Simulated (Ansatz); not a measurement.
```yaml
atoms:
  - { symbol: Br, position_ang: [2.7049, -2.4818, 0.3728] }
  - { symbol: N, position_ang: [0.4048, -1.3266, -1.3709] }
  - { symbol: Si, position_ang: [1.8255, -2.7845, -1.6178] }
  - { symbol: H, position_ang: [-0.2061, -1.2282, -2.1938] }
  - { symbol: H, position_ang: [-0.2069, -1.5125, -0.5624] }
  - { symbol: H, position_ang: [0.8240, -0.4015, -1.1952] }
```

Geometry: r2SCAN-D4/def2-SVP.

Level of theory: Ansatz, isolated molecule in a Gaussian basis; Kohn-Sham density functional theory, functional PBE0.

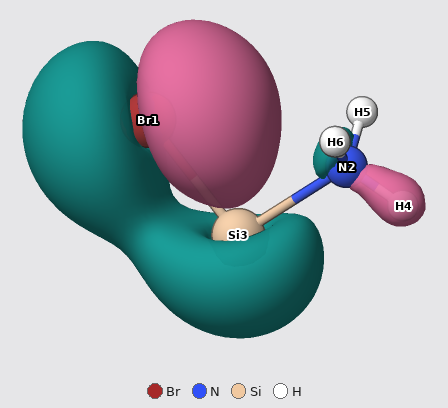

BrH$_{3}$NSi (SMILES [NH3+][Si]Br) (charge +1). The HOMO−1 at ±0.08 Å⁻³ᐟ² (teal and pink are the two phases), seen at a tilt.

What is the character of this orbital?

By Hirshfeld shares it lies mainly on Br1 (about 75 %) and Si3 (about 20 %). Its energy is −14.11 eV.
